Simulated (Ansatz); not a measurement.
**C2H8GaNSi (SMILES [GaH2][CH2]N1C[SiH2]1): density, localisation and related maps**

```xyz
13

Ga   -2.0606    0.5110    0.3424
C    -0.8537   -0.8289   -0.5139
N     0.5662   -0.6183   -0.4134
C     1.2456   -0.3684    0.8664
Si    1.7440    0.5915   -0.6176
H    -1.5064    1.8756    0.9011
H    -3.6107    0.2329    0.4020
H    -1.1105   -1.8273   -0.1345
H    -1.1353   -0.8533   -1.5750
H     1.8004   -1.2073    1.2852
H     0.6646    0.1756    1.6219
H     1.3636    2.0253   -0.6629
H     2.8928    0.2914   -1.5018
```

Geometry: PBE0-D4/def2-TZVP.

The calculation used Ansatz 0.2.0, RKS PBE0-D4/def2-TZVPP.

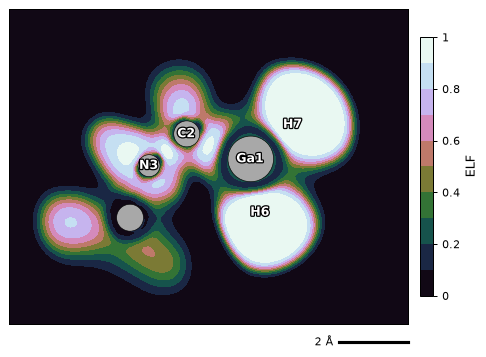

Figure 1. ELF on the plane of atoms H6, Ga1 and H7. Grey discs cover the atomic cores.

Question: Describe what can be read from this map.

Answer: The plane passes through Ga, C, N and H nuclei.
C–N (1.44 Å): the ELF peaks at about 0.95 between the atoms (a shared electron pair).
C–Ga (2.00 Å): the ELF peaks at about 0.95 in the valence shell of C, 0.7 Å from its nucleus, and is about 0.60 at the midpoint.
Ga–H (1.58 Å): the ELF climbs to about 1 towards the hydrogen.
The ELF also peaks beside N3, away from the bonds: lone-pair regions.

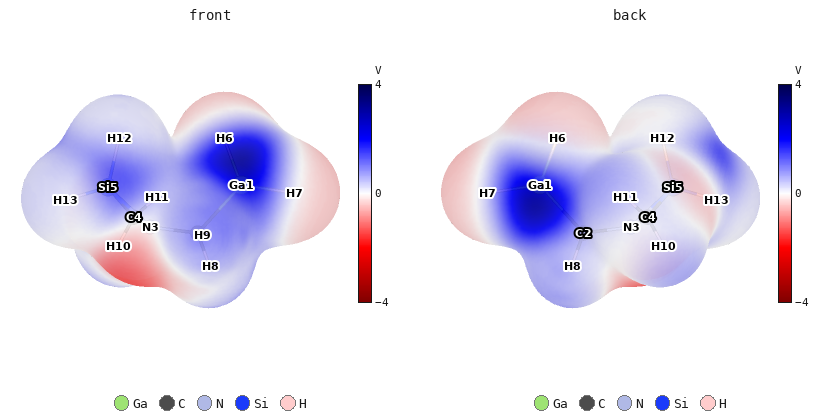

Figure 2. The molecular electrostatic potential painted on the density surface at 0.002 e/bohr³, seen from the front and from behind; red is negative and blue positive.

Question: Where is the surface potential most negative and most positive?

Answer: The most negative region (about −1.3 V) lies over N3, the most positive (about +2.9 V) over Ga1. N3 is the likeliest acceptor of a hydrogen bond.

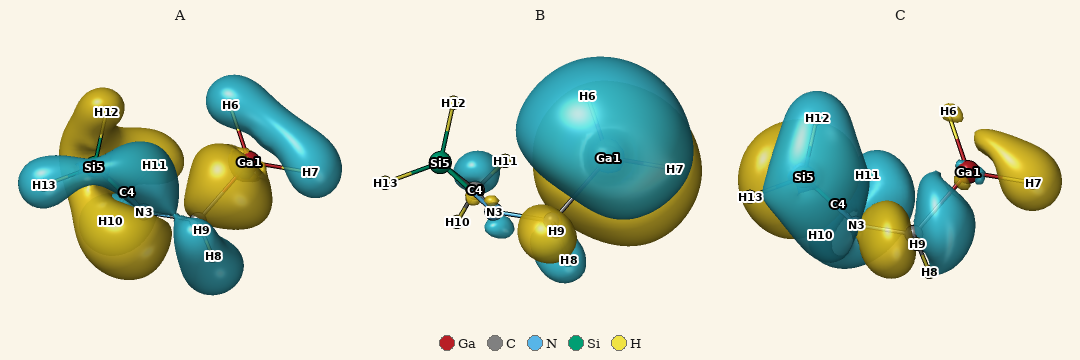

Figure 3. Three frontier orbitals at ±0.06 Å⁻³ᐟ² (yellow and cyan are the two phases), in no order.

Question: Which picture is the HOMO−1, the HOMO and the LUMO?

Answer: C is the HOMO−1 (−7.94 eV). It lies mainly on C4 (about 35 %), Si5 (about 30 %), N3 (about 15 %) and C2 (about 10 %). A is the HOMO (−5.89 eV). It lies mainly on N3 (about 40 %), C2 (about 15 %), Ga1 (about 10 %), Si5 (about 10 %) and C4 (about 10 %). B is the LUMO (−1.50 eV). By Hirshfeld shares it lies mainly on Ga1 (about 75 %).

Question: What is the HOMO–LUMO gap?

Answer: 4.39 eV between the orbital energies.
